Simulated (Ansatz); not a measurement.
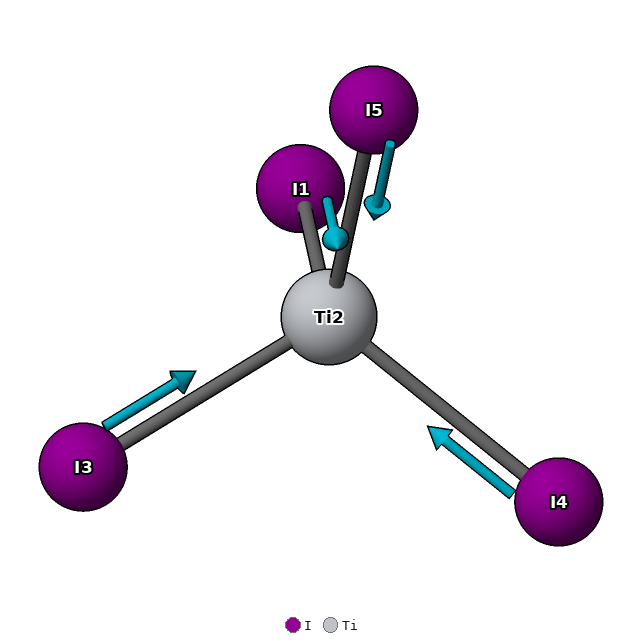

The arrows show one normal mode. The species is neutral and a spin singlet. Harmonic vibrations computed with RKS PBE0-D4/def2-TZVP, core potentials on I (Ansatz 0.2.0) at a stationary point of the same level.

Q: Describe the motion.

A: Mostly in-phase stretching of 4 Ti–I bonds.

Q: At what wavenumber does it lie?

A: 167 cm⁻¹; it is mode 6 of 9 counted from the lowest.
